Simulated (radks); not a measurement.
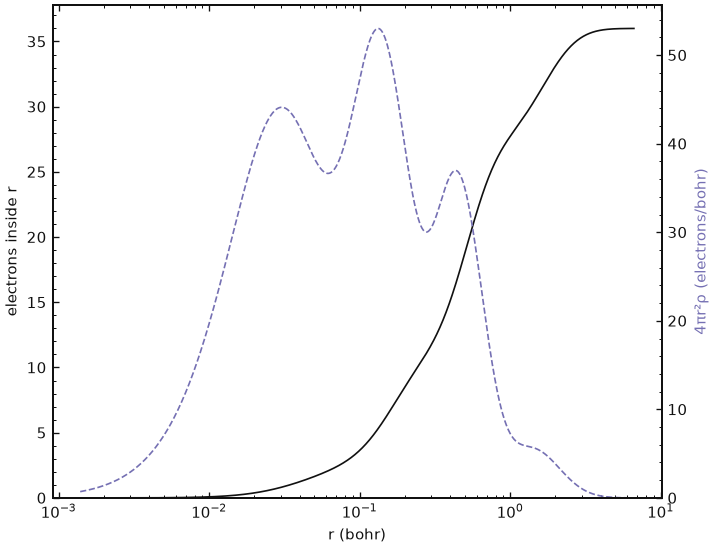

Fig. 1: The number of electrons inside radius r (solid) and the radial density 4πr²ρ (dashed). The count levels off at 36 electrons. Half of them lie within 0.478 bohr, 90 % within 1.83 bohr and 99 % within 3.39 bohr. The radial density has minima at 0.0616 and 0.277 bohr, where the count stands at 2.1 and 11.1; these part the shells that the density resolves.

Kr: atomic calculation

Atomic krypton (Kr) in the configuration [Ar] 3d10 4s2 4p6. Computed at this level: non-relativistic Kohn-Sham, LDA (Slater exchange, Perdew-Wang correlation), spin-unpolarised, spherical densities, point nucleus (the in-house radial solver radks).

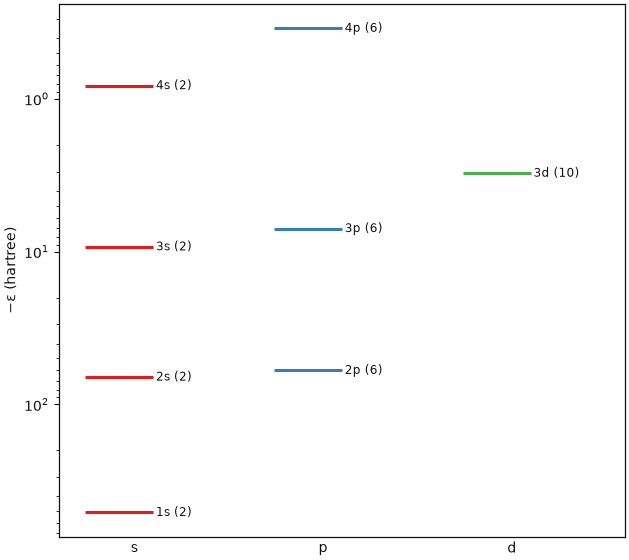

Fig. 2: All occupied levels, on a logarithmic scale of binding energy, are drawn by angular momentum (occupations in brackets). The highest occupied level is 4p at −0.346 hartree. The highest 6 occupied levels, from the top down, are 4p (−0.346 hartree), 4s (−0.820 hartree), 3d (−3.07 hartree), 3p (−7.09 hartree), 3s (−9.32 hartree), 2p (−60.02 hartree). The measured ionisation energy (NIST) is 14.0 eV; minus the highest level, 9.42 eV, lies 33 % below it, as is usual for a semilocal functional, whose potential decays too fast.

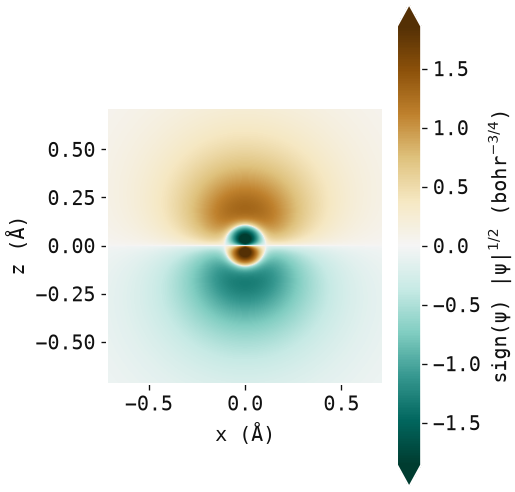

Fig. 3: The 3p(z) orbital. The radial function comes from the spherical calculation and is multiplied by a real spherical harmonic; the overall sign is chosen so that the largest lobe of P(r) is positive. In the xz plane through the nucleus, the colour gives the signed square root of ψ. (1 bohr = 0.529 Å.) It has the nodal plane xy and 1 radial node, at r = 0.203 bohr. The outermost maximum of P² lies at 0.468 bohr, ⟨r⟩ = 0.546 bohr, 90 % of the charge lies within 0.833 bohr, and the eigenvalue is −192.8 eV, with 6 electrons in the shell.

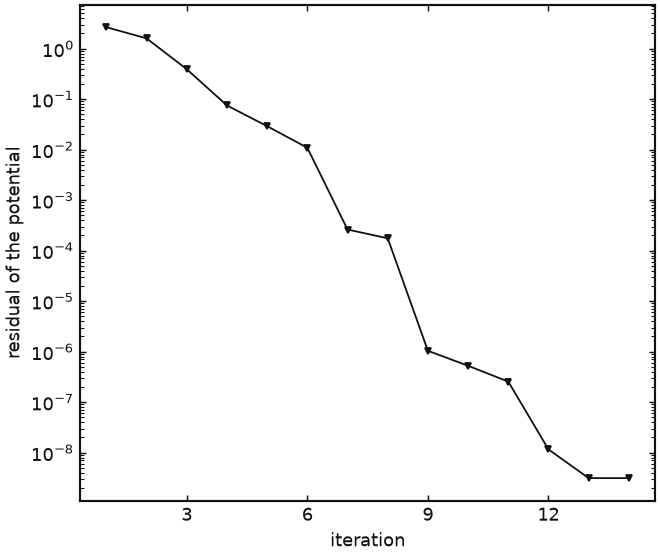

Fig. 4: Convergence: residual of the potential against the iteration. The residual falls almost steadily, with no more than small rises or pauses. It goes from 2.7 to 3.1×10⁻⁹ in 14 steps.

Input and output of the run follow.

### Input
```
Z 36
configuration [Kr]
relativity non-relativistic
functional lda,pw
spin unpolarised
nucleus point
```

Energies in input and log are in hartree, lengths in bohr.

The run was one of a batch that the task file lists, launched with:
```bash
python <driver script> task.json out
```

### The program's output
```
1s      1   2.0000        -509.98306271
2s      1   2.0000         -66.28585962
2p      1   6.0000         -60.01725275
3s      1   2.0000          -9.31500767
3p      1   6.0000          -7.08645170
3d      1  10.0000          -3.07392759
4s      1   2.0000          -0.82045432
4p      1   6.0000          -0.34625579
Etot -2750.1333060673046
Ekin 2747.810554267119
Encl -6577.852465768873
Eh 1171.7125713338874
Exc -91.80396589943783
err 3.129589866285343e-09
it 14
```

### Orbitals

```csv
orbital,occupation,energy (eV),⟨r⟩ (bohr),outer maximum (bohr)
1s,2,−13877.3,0.04250,0.0281
2s,2,−1803.7,0.1881,0.158
2p,6,−1633.2,0.1620,0.125
3s,2,−253.474,0.5427,0.477
3p,6,−192.832,0.5462,0.468
3d,10,−83.646,0.5543,0.409
4s,2,−22.326,1.599,1.36
4p,6,−9.422,1.950,1.55
```

### Summary

- outcome: converged
- total energy: −2750.1333 hartree
- kinetic energy: 2747.8106 hartree
- electron–nucleus energy: −6577.8525 hartree
- Hartree energy: 1171.7126 hartree
- exchange–correlation energy: −91.803966 hartree
- radius at density 0.001 e/bohr³: 4.04 bohr
- SCF iterations: 14
- hardware: 1 thread of Intel Xeon @ 2.90GHz, 163 GiB of memory available, shared host
